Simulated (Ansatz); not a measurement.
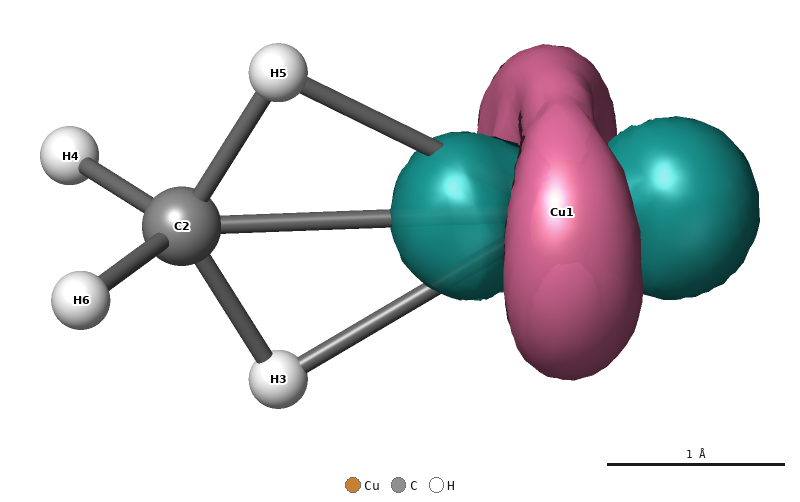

Figure 1: CH4Cu (charge +1). The HOMO at ±0.2 Å⁻³ᐟ² (teal and pink are the two phases), seen at a tilt.

Geometry: PBE0-D4/def2-TZVP.

Method: Ansatz 0.2.0, RKS PBE0-D4/def2-TZVPPD.

Input

```
crystal:
  periodic: [false, false, false]
  atoms:
    - {symbol: Cu, position_ang: [0.173849, -0.645450, -1.696742]}
    - {symbol: C, position_ang: [-0.034194, 0.125800, 0.315760]}
    - {symbol: H, position_ang: [-0.897532, -0.406720, -0.156873]}
    - {symbol: H, position_ang: [-0.361642, 1.147746, 0.493713]}
    - {symbol: H, position_ang: [0.958864, 0.194824, -0.195497]}
    - {symbol: H, position_ang: [0.160654, -0.416199, 1.239539]}
basis:
  gaussian: {orbitals: "def2-TZVPPD.json"}
total_charge: 1
hamiltonian: {xc: pbe0, dispersion: d4}
output: {orbitals: {seedname: orbitals}}
```

Launched as:

```sh
ansatz run in.yaml --threads 2 --pin off --events-out ev --progress --plain --max-ram 5222MiB
```

**What is the character of this orbital?**

Its weight (Hirshfeld) is mainly on Cu1 (about 90 %). Its energy is −14.65 eV.
